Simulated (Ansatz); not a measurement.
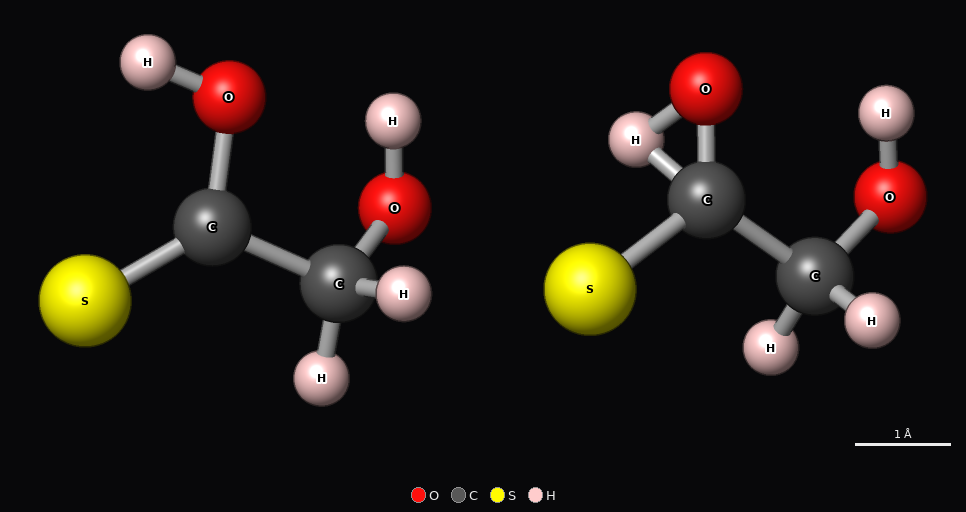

Two geometries of C2H4O2S, drawn at one scale. One is the start of a relaxation, the other its converged end. A ball-and-stick model, seen at a tilt.

Theory: RHF/STO-3G in Ansatz 0.2.0. (no spin polarisation; force threshold 0.02 eV/Å; at most 50 steps)

### Which one is relaxed?

The left one is the relaxed one. The run prepares an end point of a later path (hydrogen shift) calculation, from a guessed geometry. Over 15 accepted moves (16 points after the start) the energy falls by 171.1 kcal/mol. Largest force component: 20 eV/Å at the start, 0.012 eV/Å at the end. The line search rejected the trial step at point 15 of the run. The atom that moves furthest after the best rigid fit is an H atom (1.15 Å). Largest moves by element: H 1.15 Å, S 0.62 Å, C 0.34 Å, O 0.24 Å. Among the contacts that change: C–H 1.090 → 1.916 Å, H–S 2.090 → 2.597 Å, C–O 1.168 → 1.384 Å, C–S 1.736 → 1.588 Å. Bonds break, among them: C–H (1.09 → 1.92 Å). Bond angles that change, for instance: C–O–H 58.4° → 106.5°, O–C–C 123.0° → 107.3°, S–C–C 115.4° → 127.8°. Groups turn about C–O by about 65°, C–C by about 30°.

Limits of the set-up: Hartree-Fock leaves out electron correlation; STO-3G is a minimal basis, so the numbers are rough.
